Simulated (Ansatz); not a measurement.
**Run report: BHCl$_{2}$O, single-point calculation**

- system: BHCl$_{2}$O
- method: RKS BLYP-D4/def2-TZVPP (Ansatz 0.2.0)

The geometry comes from this level: PBE0-D4/def2-TZVP.

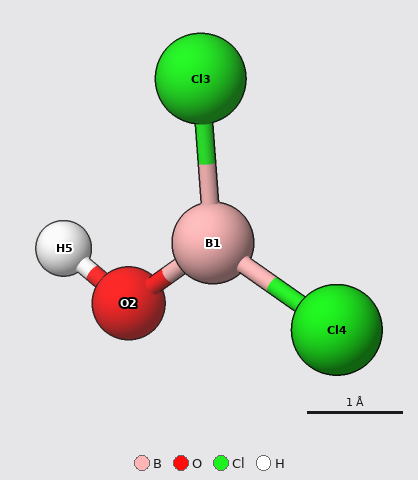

Figure 1. The structure (ball-and-stick view, seen at a tilt; atoms are numbered from 1 in the order of the input). Bond lengths as drawn: B–Cl 1.75 to 1.76 Å, B–O 1.34 Å and H–O 0.96 Å.

Input:
```yaml
crystal:
  periodic: [false, false, false]
  atoms:
    - {symbol: B, position_ang: [-0.918983, -0.201930, 0.375972]}
    - {symbol: O, position_ang: [-1.448114, 0.851335, -0.262665]}
    - {symbol: Cl, position_ang: [-0.803153, -1.780214, -0.397951]}
    - {symbol: Cl, position_ang: [-0.336723, 0.009059, 2.007571]}
    - {symbol: H, position_ang: [-1.743222, 0.647677, -1.155240]}
basis:
  gaussian: {orbitals: def2-TZVPP}
hamiltonian: {xc: {name: BLYP}, dispersion: d4}
```

Run on 4 threads of Arm Neoverse V1, 23 GiB of memory available, shared host.

Run as:
```bash
ansatz run in.yaml --threads 4 --pin off --events-out ev --progress --plain --max-ram 9574MiB
```

The program's output:
```
Functional definition: BLYP
  name "BLYP"
  cite "Becke, Phys. Rev. A 38, 3098 (1988) doi:10.1103/PhysRevA.38.3098"
  cite "Lee, Yang & Parr, Phys. Rev. B 37, 785 (1988) doi:10.1103/PhysRevB.37.785"
  parameter beta = 0.0042
  parameter a = 0.04918
  parameter b = 0.132
  parameter c = 0.2533
  parameter d = 0.349
  exchange = b88_x(beta = beta)
  correlation = lyp_c(a = a, b = b, c = c, d = d)
967 factors; their error is unknown
mean field evaluation 1: about -27783.1395 eV, gradient 6.4e1 eV
mean field evaluation 2: about -27748.4399 eV, gradient 1.4e2 eV
mean field evaluation 4: about -27789.6989 eV, gradient 9.2e0 eV
mean field evaluation 8: about -27789.8745 eV, gradient 1.5e-1 eV
mean field evaluation 16: about -27789.8565 eV, gradient 1.2e-4 eV
mean field -27789.85650123 eV, -1021.2583897789 hartree, gradient 2.3e-5 eV, S^2 0.000000; 0 other end points of the search recorded, 0 dependent functions left out
reference -27789.85680836 eV, -1021.2584010659 hartree; 24, 24 occupied and 136, 136 virtual orbitals, 967 factors
Total energy: -27790.11968147 eV, -1021.2680614744 hartree
```

Results in brief:

| quantity | value |
| --- | --- |
| outcome | converged |
| total energy | −27790.1197 eV |
| mean-field energy | −27789.8568 eV |
| dispersion energy | −0.2629 eV |
| SCF solution under orbital rotations | stable |
| wall time | 0.95 s (CPU time 3.4 s) |
| peak memory | 0.49 GiB |
